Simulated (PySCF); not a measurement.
# Cl₃OV, SMILES `O=[V](Cl)(Cl)Cl`: electronic structure

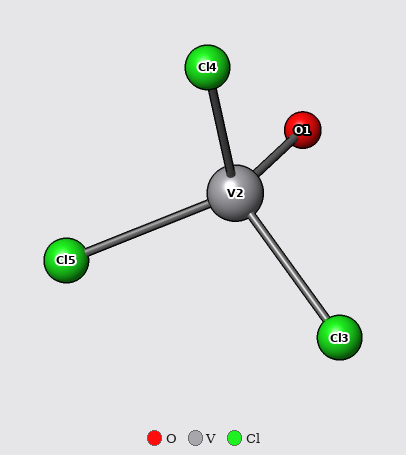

The molecule, with its atoms numbered as below. No frequency check shows the geometry to be a minimum.

Coordinates in Å:

```
O1      -0.0039    0.0000   -1.8001
V2      -0.0004   -0.0000   -0.2815
Cl3      0.9604   -1.6180    0.4085
Cl4      0.9222    1.6401    0.4086
Cl5     -1.8803   -0.0220    0.4109
```

## 1. Bonding charge

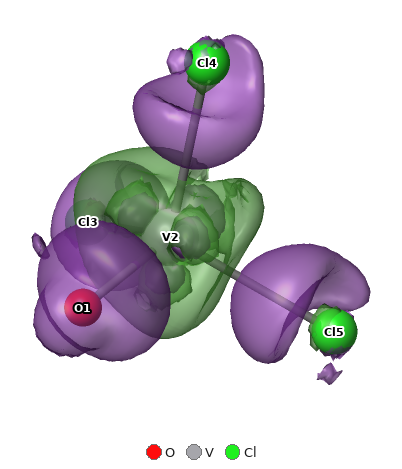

Deformation density (molecule less spherical, spin-averaged free atoms at the same positions), surfaces at ±0.06 e/Å³; purple: gain, green: loss.

Level of theory: ωB97X/def2-SVP (PySCF), at a geometry from GFN2-xTB. This is a single-reference result, which may miss multireference character in this system.

Question: How much density has each bond gained at its critical point, relative to the free atoms?

Answer: O1–V2: +0.36 e/Å³ at the bond critical point (bond length 1.52 Å, Mayer order 2.2). V2–Cl5, V2–Cl3 and V2–Cl4: +0.12 e/Å³ at the bond critical point (bond length 2.00 Å, Mayer order 1.3). In all, 1.0 electrons gather in the regions of gain relative to the promolecule. A small or negative value marks a very polar bond, one between electron-rich atoms, whose free-atom densities already overlap strongly, a long bond to a heavier atom, or a closed-shell contact such as a hydrogen bond.

Question: Where do the Hirshfeld charges lie?

Answer: The highest Hirshfeld charge is on V2 (+0.44 e), the lowest on O1 (−0.23 e).

| atom | charge (e) |
| --- | --- |
| O1 | −0.23 |
| V2 | +0.44 |
| Cl3 | −0.07 |
| Cl4 | −0.07 |
| Cl5 | −0.07 |

## 2. Bond critical points

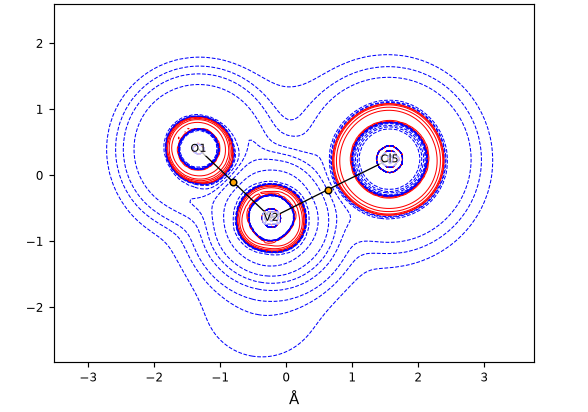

Negative Laplacian of the density (−∇²ρ) in the plane of O1, V2 and Cl5 (solid red lines positive, dashed blue lines negative, contours at ±0.02 to ±8 a.u.), with bond paths and bond critical points (dots).

Question: Sort the bonds in the plane by the sign of ∇²ρ at their critical points.

Answer: At none is it concentrated. Depleted (∇²ρ > 0): O1–V2 (+1.04 a.u., H = −0.304); V2–Cl5 (+0.38 a.u., H = −0.057). A positive Laplacian with negative H is typical of metal–ligand bonds.

## 3. Local ionisation energy

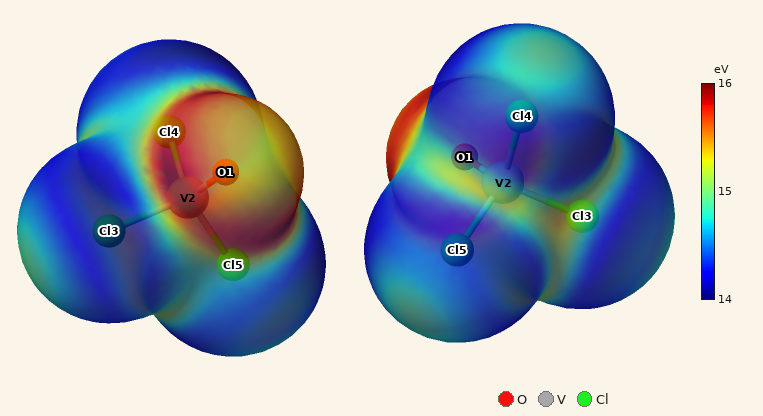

Average local ionisation energy on the surface of electron density 0.001 a.u. (back view left, front view right).

Question: Where are the most loosely bound electrons on this surface?

Answer: The lowest value is 14.0 eV, 2.0 Å from Cl4, and at like points elsewhere. Further minima include 14.0 eV, 2.0 Å from Cl4, and at like points elsewhere. For comparison, the highest occupied orbital lies at −11.9 eV.

## 4. In an electric field

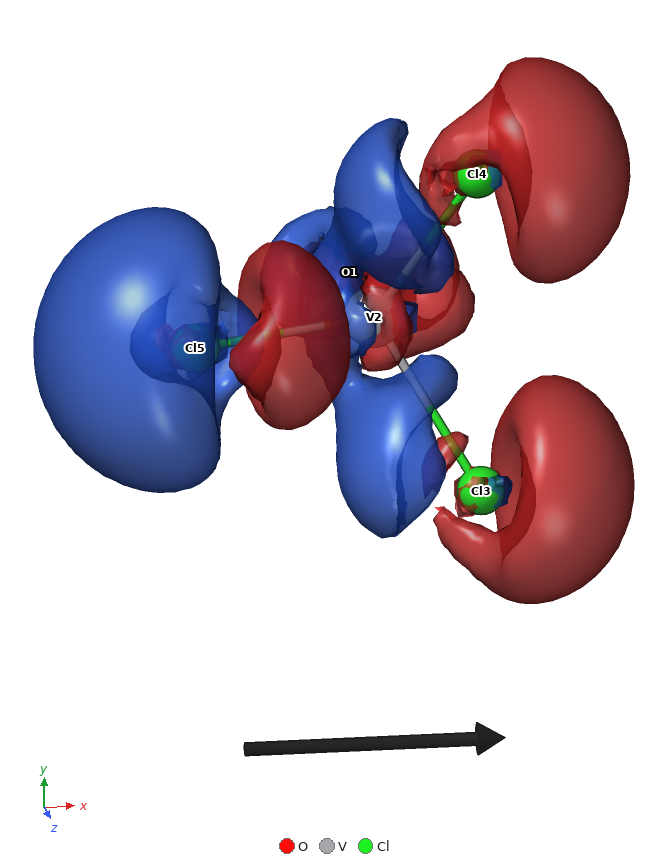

Change of the electron density in a uniform field of 0.21 V/Å along +x (arrow), surfaces at ±0.0015 e/Å³ (blue: gain, red: loss).

Level of theory: ωB97X/def2-TZVP (PySCF), at a geometry from GFN2-xTB. This is a single-reference result, which may miss multireference character in this system. A basis without diffuse functions makes polarisabilities too small.

Question: How large is the response?

Answer: The induced dipole is 0.74 D (along the field); α along this axis, from the fields in both directions, is 73 bohr³ (10.8 Å³).

Question: Which atoms gain and lose the most charge?

Answer: Electrons gather most on Cl5 (Hirshfeld charge changes by −0.028 e) and leave Cl3 and Cl4 alike most (+0.014 e); 0.056 electrons are displaced in all.

The PySCF runs shown took 6.2 s and 29 s on 1 thread of AMD EPYC 9R45 (Zen 5) (shared host).
